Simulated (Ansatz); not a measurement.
**AlNH2F (SMILES [NH2][Al][F]): UMP2/STO-3G**

Aim: the vertical doublet–quartet gap of AlNH2F at UMP2/STO-3G, from 2 runs. 

The calculation is run with Ansatz 0.2.0.

62 further runs of the same task are left out: 3 that didn't finish, 59 set aside as unsound or not needed.

## Step 1: The system as given

AlNH2F: 5 atoms, total charge 0, spin state doublet. SMILES: `[NH2][Al][F]`. The coordinates come from a PBE0-D4/def2-TZVP relaxation. This is one conformer, not always the lowest.

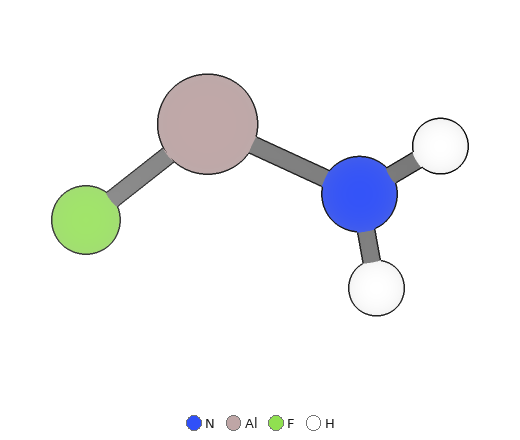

The structure, seen from a chosen angle (nitrogen blue, aluminium light grey, fluorine green, hydrogen white).

## Step 2: A single-point energy at UMP2/STO-3G

Contents of molecule.yaml:

```yaml
crystal:
  periodic: [false, false, false]
  atoms:
    - {symbol: "N", position_ang: [-0.384700, 0.499000, -0.263800]}
    - {symbol: Al, position_ang: [0.632000, -0.282800, 0.949500]}
    - {symbol: F, position_ang: [1.228700, -1.786800, 0.590000]}
    - {symbol: H, position_ang: [-0.804300, 1.408300, -0.162700]}
    - {symbol: H, position_ang: [-0.621700, 0.088600, -1.154400]}
basis:
  gaussian:
    orbitals: STO-3G
magnetization:
  spin_polarized: true
  initial_magnetization: 1
correlation:
  method: mp2
  frozen_orbitals: {Al: 5, F: 1, H: 0, "N": 1}
accuracy: high
```

Run with:

```console
$ ansatz run molecule.yaml --threads 1 --pin off --max-ram 2610MiB --events-out events.jsonl --progress --plain --runs-dir runs
```

Output:

```text
Warning: RAYON_NUM_THREADS=1 ignored (pool sized by the plan → 1); use --threads N
Functional definition: HF
  name "HF"
  exchange = exact_x
  correlation = 0
378 factors; integrals over basis functions are off by at most 3.4e-8 eV
mean field evaluation 1: about -10662.8596 eV, gradient 1.7e1 eV
mean field evaluation 2: about -10662.9183 eV, gradient 1.7e1 eV
mean field evaluation 4: about -10665.6801 eV, gradient 1.6e0 eV
mean field evaluation 8: about -10665.7351 eV, gradient 2.1e-2 eV
mean field -10665.73507588 eV, -391.9585345439 hartree, gradient 5.6e-8 eV, S^2 0.754722; 0 other end points of the search recorded, 0 dependent functions left out
7 core orbitals not correlated: weight in the atoms' cores, before any rotation towards them, 1.000 or more for the frozen orbitals, at most 0.000 for the correlated occupied ones
reference -10665.73507588 eV, -391.9585345439 hartree; 9, 8 occupied and 5, 6 virtual orbitals, 378 factors
second order -2.08122814 eV of doubles, -0.00000000 eV of singles
Total energy: -10667.81630403 eV, -392.0350182674 hartree
```

Run time: 0.16 s. Hardware: 1 thread of Arm Neoverse V1, shared host.

## Step 3: The quartet at the same level

Contents of job.yaml:

```yaml
basis:
  gaussian:
    orbitals: STO-3G
crystal:
  periodic: [false, false, false]
  atoms:
    - {symbol: "N", position_ang: [-0.384700, 0.499000, -0.263800]}
    - {symbol: Al, position_ang: [0.632000, -0.282800, 0.949500]}
    - {symbol: F, position_ang: [1.228700, -1.786800, 0.590000]}
    - {symbol: H, position_ang: [-0.804300, 1.408300, -0.162700]}
    - {symbol: H, position_ang: [-0.621700, 0.088600, -1.154400]}
magnetization:
  spin_polarized: true
  initial_magnetization: 3
correlation:
  method: mp2
  frozen_orbitals: {Al: 5, F: 1, H: 0, "N": 1}
accuracy: high
```

Run with:

```console
$ ansatz run job.yaml --threads 1 --pin off --max-ram 2610MiB --events-out events.jsonl --progress --plain --runs-dir runs
```

Output, cut to the lines that bear on the results:

```text
Warning: RAYON_NUM_THREADS=1 ignored (pool sized by the plan → 1); use --threads N
[... 2 set-up lines as earlier in the session ...]
[...]
378 factors; integrals over basis functions are off by at most 3.4e-8 eV
[...]
mean field -10658.83162642 eV, -391.7048374555 hartree, gradient 2.5e-8 eV, S^2 3.758935; 6 other end points of the search recorded, 0 dependent functions left out
7 core orbitals not correlated: weight in the atoms' cores, before any rotation towards them, 1.000 or more for the frozen orbitals, at most 0.000 for the correlated occupied ones
reference -10658.83162642 eV, -391.7048374555 hartree; 10, 7 occupied and 4, 7 virtual orbitals, 378 factors
second order -1.52205253 eV of doubles, -0.00000000 eV of singles
Total energy: -10660.35367896 eV, -391.7607718544 hartree
```

Wall time 0.34 s (1 thread of Arm Neoverse V1, shared host).

## Step 4: Summary of results

Level: UMP2/STO-3G, 7 core orbitals frozen.

```
                                            quantity          value
                               doublet: total energy  -392.03502 Eh
doublet: correlation energy (7 core orbitals frozen)      -76.5 mEh
          doublet: ⟨S²⟩ of the reference determinant          0.755
                               quartet: total energy  -391.76077 Eh
quartet: correlation energy (7 core orbitals frozen)      -55.9 mEh
          quartet: ⟨S²⟩ of the reference determinant          3.759
    vertical energy of the quartet above the doublet       7.463 eV
```

What this shows: At this shape the quartet lies 7.46 eV (720 kJ/mol) above the doublet. In a minimal basis such a difference can be off by several eV, whatever the method.
